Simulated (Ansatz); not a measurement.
**SiGeHO (sextet): the correlation ladder, cc-pVDZ**

How much of the correlation energy of SiGeHO (sextet) does each wave-function method recover here?

Program: Ansatz 0.2.0, Gaussian basis. Level of theory: cc-pVDZ, core rule «outside noble gas», up to 20 orbitals frozen. These are calculated values, not measurements.

Plan: UHF; CCSD(T) on ROHF; CCSD(T) on UHF; BCCD(T) on ROHF; CISD; CCSDT(Q) on ROHF; CCSDT(Q) on UHF; CASSCF and MRCISD+Q, 13 electrons in 11 orbitals; CASSCF and NEVPT2, 13 electrons in 11 orbitals.

24 further runs of the same task are left out: 10 that didn't finish, 14 set aside as unsound or not needed.

## Step 1: The system

The geometry is a PBE0/def2-TZVP stationary point (not a proven minimum) of the parent state, kept for this charge and spin. No spin-orbit coupling is included. The filled d shell of Ge may be among the frozen orbitals whatever the setting's name suggests; the logs give the count.

4 atoms, charge 0, spin multiplicity 6.

Atoms are counted from 1 here; the program's logs count them from 0.

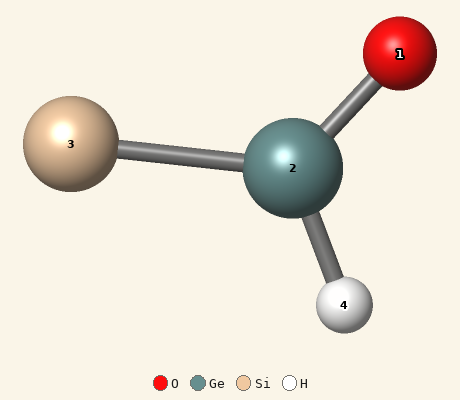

The geometry (oxygen red, germanium teal, silicon light orange, hydrogen white); atoms are numbered from 1 in the order of the file.

In the tables R marks a restricted open-shell determinant and U an unrestricted one; 'frontier' is the active space of 13 electrons in 11 orbitals; energies count from the table's Hartree-Fock row.

## Step 2: UHF

The input, in.yaml:

```yaml
crystal:
  periodic: [false, false, false]
  atoms:
    - {symbol: O, position_ang: [0.000000, -0.840051, 1.630592]}
    - {symbol: Ge, position_ang: [0.000000, 0.254500, 0.376244]}
    - {symbol: Si, position_ang: [0.000000, -0.242609, -1.929541]}
    - {symbol: H, position_ang: [0.000000, 1.753269, 0.767147]}
basis:
  gaussian: {orbitals: cc-pVDZ}
magnetization: {spin_polarized: true, initial_magnetization: 5}
hamiltonian: {xc: hf}
output: {orbitals: {seedname: orbitals}}
```

The run is started by

```console
$ ansatz run in.yaml --threads 1 --pin off --events-out ev --progress --plain --max-ram 2393MiB
```

What it wrote:

```text
Functional definition: HF
  name "HF"
  cite "Fock, Z. Phys. 61, 126 (1930) doi:10.1007/BF01340294"
  parent pbe
  exchange = exact_x
  correlation = 0
685 factors; integrals over basis functions are off by at most 9.5e-4 eV
mean field evaluation 1: about -66380.1884 eV, gradient 1.2e1 eV
mean field evaluation 2: about -66380.2206 eV, gradient 1.2e1 eV
mean field evaluation 4: about -66382.1763 eV, gradient 3.4e0 eV
mean field evaluation 8: about -66382.5139 eV, gradient 4.1e-1 eV
mean field evaluation 16: about -66382.5334 eV, gradient 2.8e-5 eV
mean field evaluation 32: about -66382.4699 eV, gradient 1.5e-1 eV
mean field evaluation 64: about -66380.3628 eV, gradient 8.2e0 eV
mean field evaluation 96: about -66382.4548 eV, gradient 3.8e-1 eV
mean field evaluation 128: about -66382.4662 eV, gradient 4.1e-1 eV
mean field evaluation 160: about -66364.9545 eV, gradient 2.7e1 eV
mean field -66382.53342652 eV, -2439.5131077275 hartree, gradient 7.5e-6 eV, S^2 8.771858; 6 other end points of the search recorded, 0 dependent functions left out
reference -66382.53342652 eV, -2439.5131077275 hartree; 30, 25 occupied and 34, 39 virtual orbitals, 685 factors
Total energy: -66382.53342652 eV, -2439.5131077275 hartree
```

It took 6 s on 1 thread of Arm Neoverse V1, shared host.

From the report: ⟨S²⟩ of the determinant 8.772 (pure sextet: 8.75).

## Step 3: CCSD(T) on ROHF

Edit in.yaml of step 2 so:

```diff
@@ -9,4 +9,3 @@
   gaussian: {orbitals: cc-pVDZ}
-magnetization: {spin_polarized: true, initial_magnetization: 5}
-hamiltonian: {xc: hf}
-output: {orbitals: {seedname: orbitals}}
+magnetization: {spin_polarized: false, initial_magnetization: 5}
+correlation: {method: ccsd_t, electrons: outside_noble_gas}
```

Launched as before.

What it wrote, cut to the lines that bear on the results:

```text
Functional definition: HF
  name "HF"
  cite "Fock, Z. Phys. 61, 126 (1930) doi:10.1007/BF01340294"
  parent pbe
[...]
685 factors; integrals over basis functions are off by at most 9.5e-4 eV
[...]
mean field -66382.29983808 eV, -2439.5045235107 hartree, gradient 1.9e-6 eV, S^2 8.750000; 15 other end points of the search recorded, 0 dependent functions left out
[...]
determinant -66382.29983808 eV, -2439.5045235107 hartree, with singles and doubles -66390.48267847 eV, -2439.8052373483 hartree
determinant -66382.15222748 eV, -2439.4990989212 hartree, with singles and doubles -66390.31249241 eV, -2439.7989831259 hartree
determinant -66380.29556515 eV, -2439.4308678389 hartree, with singles and doubles -66388.88881585 eV, -2439.7466639775 hartree
determinant -66379.94420484 eV, -2439.4179555858 hartree, with singles and doubles -66388.50588485 eV, -2439.7325915226 hartree
determinant -66382.29983808 eV, -2439.5045235107 hartree, with singles and doubles -66390.48616135 eV, -2439.8053653417 hartree
determinant -66382.15222748 eV, -2439.4990989212 hartree, with singles and doubles -66390.31515951 eV, -2439.7990811401 hartree
20 core orbitals not correlated: weight in the atoms' cores, before any rotation towards them, 0.976 or more for the frozen orbitals, at most 0.023 for the correlated occupied ones
reference -66382.29983808 eV, -2439.5045235107 hartree; 10, 5 occupied and 34, 39 virtual orbitals, 685 factors
second order -6.98849664 eV of doubles, -0.14137780 eV of singles
cycle   1  -8.18632386 eV  change   -6.0e-7 eV  update   1.9e-6
perturbative correction -0.22131468 eV, -0.0081331646 hartree
Total energy: -66390.70747663 eV, -2439.8134985284 hartree
```

Wall time 32 s (1 thread of Arm Neoverse V1, shared host).

From the report: correlation -8.4076 eV; T1 0.032; largest double amplitude 0.05.

## Step 4: CCSD(T) on UHF

Edit in.yaml of step 3 so:

```diff
@@ -9,3 +9,3 @@
   gaussian: {orbitals: cc-pVDZ}
-magnetization: {spin_polarized: false, initial_magnetization: 5}
+magnetization: {spin_polarized: true, initial_magnetization: 5}
 correlation: {method: ccsd_t, electrons: outside_noble_gas}
```

The command is unchanged.

What it wrote, cut to the lines that bear on the results:

```text
Functional definition: HF
  name "HF"
  cite "Fock, Z. Phys. 61, 126 (1930) doi:10.1007/BF01340294"
  parent pbe
[...]
685 factors; integrals over basis functions are off by at most 9.5e-4 eV
[...]
mean field -66382.53342652 eV, -2439.5131077275 hartree, gradient 2.5e-6 eV, S^2 8.771858; 15 other end points of the search recorded, 0 dependent functions left out
determinant -66382.53342652 eV, -2439.5131077275 hartree, with singles and doubles -66390.49124971 eV, -2439.8055523354 hartree
determinant -66382.39335709 eV, -2439.5079602706 hartree, with singles and doubles -66390.32141197 eV, -2439.7993109137 hartree
determinant -66380.54183831 eV, -2439.4399182104 hartree, with singles and doubles -66388.89903111 eV, -2439.7470393812 hartree
determinant -66380.15647437 eV, -2439.4257563469 hartree, with singles and doubles -66388.51543656 eV, -2439.7329425415 hartree
determinant -66382.53342652 eV, -2439.5131077275 hartree, with singles and doubles -66390.49539001 eV, -2439.8057044887 hartree
determinant -66382.39335709 eV, -2439.5079602706 hartree, with singles and doubles -66390.32519541 eV, -2439.7994499525 hartree
20 core orbitals not correlated: weight in the atoms' cores, before any rotation towards them, 0.973 or more for the frozen orbitals, at most 0.026 for the correlated occupied ones
reference -66382.53342652 eV, -2439.5131077275 hartree; 10, 5 occupied and 34, 39 virtual orbitals, 685 factors
second order -6.87047513 eV of doubles, -0.00000000 eV of singles
cycle   1  -7.96196328 eV  change    2.0e-7 eV  update   2.0e-6
perturbative correction -0.21631309 eV, -0.0079493594 hartree
Total energy: -66390.71170289 eV, -2439.8136538407 hartree
```

It took 26 s on 1 thread of Arm Neoverse V1, shared host.

From the report: ⟨S²⟩ of the determinant 8.772 (pure sextet: 8.75); correlation -8.1783 eV; T1 0.028; largest double amplitude 0.05.

## Step 5: BCCD(T) on ROHF

Edit in.yaml of step 4 so:

```diff
@@ -9,3 +9,3 @@
   gaussian: {orbitals: cc-pVDZ}
-magnetization: {spin_polarized: true, initial_magnetization: 5}
-correlation: {method: ccsd_t, electrons: outside_noble_gas}
+magnetization: {spin_polarized: false, initial_magnetization: 5}
+correlation: {method: bccd_t, electrons: outside_noble_gas}
```

Launched as before.

What it wrote, cut to the lines that bear on the results:

```text
Functional definition: HF
  name "HF"
  cite "Fock, Z. Phys. 61, 126 (1930) doi:10.1007/BF01340294"
  parent pbe
[...]
685 factors; integrals over basis functions are off by at most 9.5e-4 eV
[...]
mean field -66382.29983808 eV, -2439.5045235107 hartree, gradient 1.9e-6 eV, S^2 8.750000; 15 other end points of the search recorded, 0 dependent functions left out
[...]
determinant -66382.29983808 eV, -2439.5045235107 hartree, with singles and doubles -66390.48267847 eV, -2439.8052373483 hartree
determinant -66382.15222748 eV, -2439.4990989212 hartree, with singles and doubles -66390.31249241 eV, -2439.7989831259 hartree
determinant -66380.29556515 eV, -2439.4308678389 hartree, with singles and doubles -66388.88881585 eV, -2439.7466639775 hartree
determinant -66379.94420484 eV, -2439.4179555858 hartree, with singles and doubles -66388.50588485 eV, -2439.7325915226 hartree
determinant -66382.29983808 eV, -2439.5045235107 hartree, with singles and doubles -66390.48616135 eV, -2439.8053653417 hartree
determinant -66382.15222748 eV, -2439.4990989212 hartree, with singles and doubles -66390.31515951 eV, -2439.7990811401 hartree
20 core orbitals not correlated: weight in the atoms' cores, before any rotation towards them, 0.976 or more for the frozen orbitals, at most 0.023 for the correlated occupied ones
reference -66382.29983808 eV, -2439.5045235107 hartree; 10, 5 occupied and 34, 39 virtual orbitals, 685 factors
second order -6.98849664 eV of doubles, -0.14137780 eV of singles
cycle   1  -8.17051355 eV  change    1.6e-2 eV  update   1.2e-2
[...]
cycle  12  -8.16828510 eV  change    1.3e-5 eV  update   1.7e-5
perturbative correction -0.23984541 eV, -0.0088141564 hartree
Total energy: -66390.70796860 eV, -2439.8135166078 hartree
```

Wall time 32 s (1 thread of Arm Neoverse V1, shared host).

From the report: correlation -8.4081 eV; largest double amplitude 0.05.

## Step 6: CISD

Edit in.yaml of step 5 so:

```diff
@@ -10,2 +10,2 @@
 magnetization: {spin_polarized: false, initial_magnetization: 5}
-correlation: {method: bccd_t, electrons: outside_noble_gas}
+correlation: {active_space: {ras: {orbitals: [5, 5, 34], electrons: 15, max_holes: 2, max_particles: 2}, fixed_orbitals: true}}
```

Same command.

What it wrote, cut to the lines that bear on the results:

```text
Functional definition: HF
  name "HF"
  cite "Fock, Z. Phys. 61, 126 (1930) doi:10.1007/BF01340294"
  parent pbe
[...]
685 factors; integrals over basis functions are off by at most 9.5e-4 eV
[...]
mean field -66382.29983808 eV, -2439.5045235107 hartree, gradient 1.9e-6 eV, S^2 8.750000; 14 other end points of the search recorded, 0 dependent functions left out
reference -66382.29983808 eV, -2439.5045235107 hartree; 30, 25 occupied and 34, 39 virtual orbitals, 685 factors
state -66389.71787535 eV, -2439.7771313522 hartree
Total energy: -66389.71787535 eV, -2439.7771313522 hartree
```

Wall time 52 s (1 thread of Arm Neoverse V1, shared host).

From the report: 730,822 determinants.

## Step 7: CCSDT(Q) on ROHF

Edit in.yaml of step 6 so:

```diff
@@ -10,2 +10,2 @@
 magnetization: {spin_polarized: false, initial_magnetization: 5}
-correlation: {active_space: {ras: {orbitals: [5, 5, 34], electrons: 15, max_holes: 2, max_particles: 2}, fixed_orbitals: true}}
+correlation: {method: ccsdt_q, electrons: outside_noble_gas}
```

Launched as before.

What it wrote, cut to the lines that bear on the results:

```text
Functional definition: HF
  name "HF"
  cite "Fock, Z. Phys. 61, 126 (1930) doi:10.1007/BF01340294"
  parent pbe
[...]
1230 factors; integrals over basis functions are off by at most 1.9e-7 eV
[...]
mean field -66382.30014205 eV, -2439.5045346811 hartree, gradient 2.7e-6 eV, S^2 8.750000; 15 other end points of the search recorded, 0 dependent functions left out
[...]
determinant -66382.30014205 eV, -2439.5045346811 hartree, with singles and doubles -66390.48297839 eV, -2439.8052483703 hartree
determinant -66382.15253354 eV, -2439.4991101685 hartree, with singles and doubles -66390.31280007 eV, -2439.7989944323 hartree
determinant -66380.29586080 eV, -2439.4308787038 hartree, with singles and doubles -66388.88911579 eV, -2439.7466749999 hartree
determinant -66379.94451069 eV, -2439.4179668256 hartree, with singles and doubles -66388.50619465 eV, -2439.7326029077 hartree
determinant -66382.30014205 eV, -2439.5045346811 hartree, with singles and doubles -66390.48646146 eV, -2439.8053763705 hartree
determinant -66382.15253354 eV, -2439.4991101685 hartree, with singles and doubles -66390.31546740 eV, -2439.7990924547 hartree
20 core orbitals not correlated: weight in the atoms' cores, before any rotation towards them, 0.976 or more for the frozen orbitals, at most 0.023 for the correlated occupied ones
reference -66382.30014205 eV, -2439.5045346811 hartree; 10, 5 occupied and 34, 39 virtual orbitals, 1230 factors
second order -6.98851027 eV of doubles, -0.14137691 eV of singles
cycle   1  -7.78787719 eV  change   -6.6e-1 eV  update   9.7e-2
[...]
cycle  29  -8.44896259 eV  change    5.3e-7 eV  update   9.7e-7
perturbative correction -0.01828377 eV, -0.0006719162 hartree
Total energy: -66390.76738840 eV, -2439.8157002454 hartree
```

Run time: 2.3 min. Hardware: 1 thread of Arm Neoverse V1, shared host; peak memory 1 GiB.

From the report: correlation -8.4672 eV; T1 0.034; largest double amplitude 0.06.

## Step 8: CCSDT(Q) on UHF

Edit in.yaml of step 7 so:

```diff
@@ -9,3 +9,3 @@
   gaussian: {orbitals: cc-pVDZ}
-magnetization: {spin_polarized: false, initial_magnetization: 5}
+magnetization: {spin_polarized: true, initial_magnetization: 5}
 correlation: {method: ccsdt_q, electrons: outside_noble_gas}
```

The command is unchanged.

What it wrote, cut to the lines that bear on the results:

```text
Functional definition: HF
  name "HF"
  cite "Fock, Z. Phys. 61, 126 (1930) doi:10.1007/BF01340294"
  parent pbe
[...]
1230 factors; integrals over basis functions are off by at most 1.9e-7 eV
[...]
mean field -66382.53372928 eV, -2439.5131188535 hartree, gradient 3.6e-6 eV, S^2 8.771858; 15 other end points of the search recorded, 0 dependent functions left out
determinant -66382.53372928 eV, -2439.5131188535 hartree, with singles and doubles -66390.49154989 eV, -2439.8055633669 hartree
determinant -66382.39366221 eV, -2439.5079714835 hartree, with singles and doubles -66390.32172018 eV, -2439.7993222402 hartree
determinant -66380.54213228 eV, -2439.4399290140 hartree, with singles and doubles -66388.89932781 eV, -2439.7470502848 hartree
determinant -66380.15677902 eV, -2439.4257675427 hartree, with singles and doubles -66388.51574658 eV, -2439.7329539347 hartree
determinant -66382.53372928 eV, -2439.5131188535 hartree, with singles and doubles -66390.49569043 eV, -2439.8057155290 hartree
determinant -66382.39366221 eV, -2439.5079714835 hartree, with singles and doubles -66390.32550356 eV, -2439.7994612769 hartree
20 core orbitals not correlated: weight in the atoms' cores, before any rotation towards them, 0.973 or more for the frozen orbitals, at most 0.026 for the correlated occupied ones
reference -66382.53372928 eV, -2439.5131188535 hartree; 10, 5 occupied and 34, 39 virtual orbitals, 1230 factors
second order -6.87048923 eV of doubles, -0.00000000 eV of singles
cycle   1  -7.54532433 eV  change   -6.7e-1 eV  update   9.7e-2
[...]
cycle  29  -8.22137180 eV  change    5.2e-7 eV  update   1.0e-6
perturbative correction -0.01981535 eV, -0.0007282007 hartree
Total energy: -66390.77491643 eV, -2439.8159768953 hartree
```

Run time: 1.9 min. Hardware: 1 thread of Arm Neoverse V1, shared host; peak memory 0.77 GiB.

From the report: ⟨S²⟩ of the determinant 8.772 (pure sextet: 8.75); correlation -8.2412 eV; T1 0.031; largest double amplitude 0.06.

## Step 9: CASSCF and MRCISD+Q, 13 electrons in 11 orbitals

Edit in.yaml of step 8 so:

```diff
@@ -9,3 +9,3 @@
   gaussian: {orbitals: cc-pVDZ}
-magnetization: {spin_polarized: true, initial_magnetization: 5}
-correlation: {method: ccsdt_q, electrons: outside_noble_gas}
+magnetization: {spin_polarized: false, initial_magnetization: 5}
+correlation: {method: fic_mrcisd_q, electrons: outside_noble_gas, active_space: {window: {electrons: 13, orbitals: 11}}}
```

Launched as before.

What it wrote, cut to the lines that bear on the results:

```text
Functional definition: HF
  name "HF"
  cite "Fock, Z. Phys. 61, 126 (1930) doi:10.1007/BF01340294"
  parent pbe
[...]
685 factors; integrals over basis functions are off by at most 9.5e-4 eV
[...]
mean field -66382.29983808 eV, -2439.5045235107 hartree, gradient 1.9e-6 eV, S^2 8.750000; 14 other end points of the search recorded, 0 dependent functions left out
reference -66382.29983808 eV, -2439.5045235107 hartree; 30, 25 occupied and 34, 39 virtual orbitals, 685 factors
state -66383.74515557 eV, -2439.5576379487 hartree
contracted CI cycle   1: correlation 0.00000000 eV, 0.0000000000 hartree, residual 2.35e1 eV
contracted CI cycle   2: correlation -5.96024405 eV, -0.2190349289 hartree, residual 4.13e0 eV
contracted CI cycle   3: correlation -6.19065125 eV, -0.2275022371 hartree, residual 1.04e0 eV
[...]
contracted CI cycle   3: correlation -6.42427635 eV, -0.2360878013 hartree, residual 1.04e0 eV
contracted CI cycle   4: correlation -6.43890122 eV, -0.2366252554 hartree, residual 2.76e-1 eV
contracted CI cycle   5: correlation -6.43995174 eV, -0.2366638614 hartree, residual 7.65e-2 eV
contracted CI cycle   6: correlation -6.44003500 eV, -0.2366669212 hartree, residual 2.25e-2 eV
contracted CI cycle   7: correlation -6.44004194 eV, -0.2366671759 hartree, residual 7.35e-3 eV
contracted CI cycle   8: correlation -6.44004267 eV, -0.2366672029 hartree, residual 2.58e-3 eV
contracted CI cycle   9: correlation -6.44004276 eV, -0.2366672062 hartree, residual 8.56e-4 eV
state -66383.52060859 eV, -2439.5493859995 hartree; corrected -66390.59394268 eV, -2439.8093262327 hartree
state -66383.74515557 eV, -2439.5576379487 hartree; corrected -66390.59530756 eV, -2439.8093763909 hartree
the orbitals are reached from a further start. From the first start the search ends at -66383.52058530 eV, -2439.5493851436 hartree
Total energy: -66390.59530756 eV, -2439.8093763909 hartree
```

Wall time 56 s (1 thread of Arm Neoverse V1, shared host); peak memory 1 GiB.

From the report: 9,078 determinants; active occupations 2.00, 2.00, 1.98, 1.97, 1.00, 1.00, 1.00, 1.00, 1.00, 0.03, 0.02.

## Step 10: CASSCF and NEVPT2, 13 electrons in 11 orbitals

Edit in.yaml of step 9 so:

```diff
@@ -10,2 +10,2 @@
 magnetization: {spin_polarized: false, initial_magnetization: 5}
-correlation: {method: fic_mrcisd_q, electrons: outside_noble_gas, active_space: {window: {electrons: 13, orbitals: 11}}}
+correlation: {method: sc_nevpt2, electrons: outside_noble_gas, active_space: {window: {electrons: 13, orbitals: 11}}}
```

The command is unchanged.

What it wrote, cut to the lines that bear on the results:

```text
Functional definition: HF
  name "HF"
  cite "Fock, Z. Phys. 61, 126 (1930) doi:10.1007/BF01340294"
  parent pbe
[...]
685 factors; integrals over basis functions are off by at most 9.5e-4 eV
[...]
mean field -66382.29983808 eV, -2439.5045235107 hartree, gradient 1.9e-6 eV, S^2 8.750000; 14 other end points of the search recorded, 0 dependent functions left out
reference -66382.29983808 eV, -2439.5045235107 hartree; 30, 25 occupied and 34, 39 virtual orbitals, 685 factors
state -66383.74515557 eV, -2439.5576379487 hartree
state -66383.74515557 eV, -2439.5576379487 hartree; corrected -66389.04717241 eV, -2439.7524834736 hartree
state -66383.52060859 eV, -2439.5493859995 hartree
state -66383.52060859 eV, -2439.5493859995 hartree; corrected -66389.29740146 eV, -2439.7616792215 hartree
state -66383.52060859 eV, -2439.5493859995 hartree; corrected -66389.29740146 eV, -2439.7616792215 hartree
WARN: the results are in doubt because another end's mean lies 0.225 eV lower, and its corrected mean 0.250 eV higher
Total energy: -66389.29740146 eV, -2439.7616792215 hartree
In doubt: another end's mean lies 0.225 eV lower, and its corrected mean 0.250 eV higher
```

Run time: 41 s. Hardware: 1 thread of Arm Neoverse V1, shared host.

From the report: 9,152 determinants; active occupations 2.00, 1.99, 1.98, 1.97, 1.01, 1.00, 1.00, 1.00, 1.00, 0.04, 0.02. The program marks this result as in doubt; its last lines say why.

## Step 11: The ladder

The yardstick is UCCSDT(Q), where the cluster series has nearly closed. Rows without a time come out of other runs: HF, MP2 and CCSD of CCSD(T), CCSDT of CCSDT(Q), CASSCF and MRCISD of the multireference runs.

Differences are taken before rounding.

| method | energy from the lowest RHF (meV) | from UCCSDT(Q) (meV) | time |
| --- | --- | --- | --- |
| RHF | 0.0 | +8475.1 |  |
| UHF | -233.6 | +8241.5 |  |
| RMP2 | -7129.9 | +1345.2 |  |
| UMP2 | -7104.1 | +1371.0 |  |
| RCCSD | -8186.3 | +288.8 |  |
| UCCSD | -8195.6 | +279.5 |  |
| RCCSD(T) | -8407.6 | +67.4 | 32 s |
| UCCSD(T) | -8411.9 | +63.2 | 26 s |
| BCCD(T) | -8408.1 | +66.9 | 32 s |
| RCCSDT | -8449.3 | +25.8 |  |
| UCCSDT | -8455.3 | +19.8 |  |
| RCCSDT(Q) | -8467.6 | +7.5 | 2.3 min |
| UCCSDT(Q) | -8475.1 | 0 | 1.9 min |
| CASSCF frontier | -1445.3 | +7029.8 |  |
| MRCISD frontier | -7653.6 | +821.5 |  |
| MRCISD+Q frontier | -8295.5 | +179.6 | 56 s |

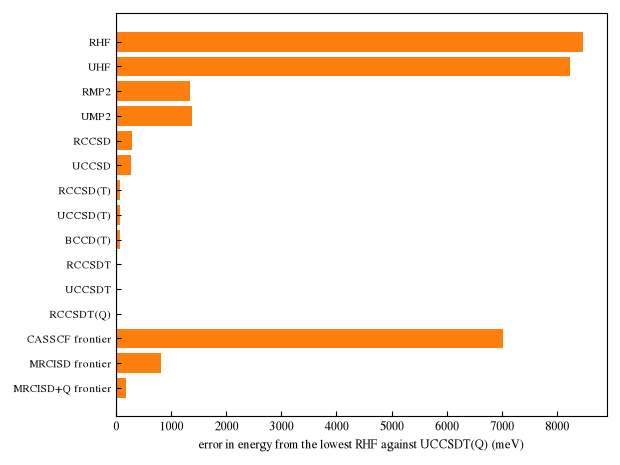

Deviations from UCCSDT(Q), method by method.

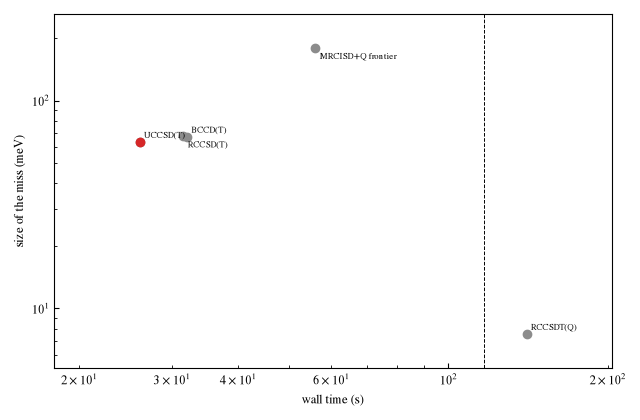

Miss against cost. Red marks the levels that no quicker level drawn beats (of those quicker than the yardstick), and the dashed line is the time of UCCSDT(Q). Times are from a shared host.

Not comparable, so not listed: CISD; CASSCF and NEVPT2, 13 electrons in 11 orbitals (they don't share determinant, frozen orbitals or solution with the rows shown, or repeat one).

## Step 12: What came out

| quantity | value |
| --- | --- |
| UCCSDT(Q) below the RHF energy | -8.4751 eV |
| RMP2 from UCCSDT(Q) | +1345.2 meV |
| UMP2 from UCCSDT(Q) | +1371.0 meV |
| RCCSD from UCCSDT(Q) | +288.8 meV |
| RCCSD(T) from UCCSDT(Q) | +67.4 meV |
| UCCSD(T) from UCCSDT(Q) | +63.2 meV |
| RCCSDT(Q) from UCCSDT(Q) | +7.5 meV |
| MRCISD+Q frontier from UCCSDT(Q) | +179.6 meV |
| levels within 1 kcal/mol (43 meV) | RCCSDT, UCCSDT, RCCSDT(Q) |
| T1 diagnostic | 0.032 |

RCCSD(T) misses by +67.4 meV, 0.8 % of the correlation energy. These misses are within one basis, not against nature; the frozen cores of restricted and unrestricted runs differ, which can shift their rows.

UCCSD(T) reaches 63.2 meV from the reference in 26 s, where UCCSDT(Q) took 1.9 min.
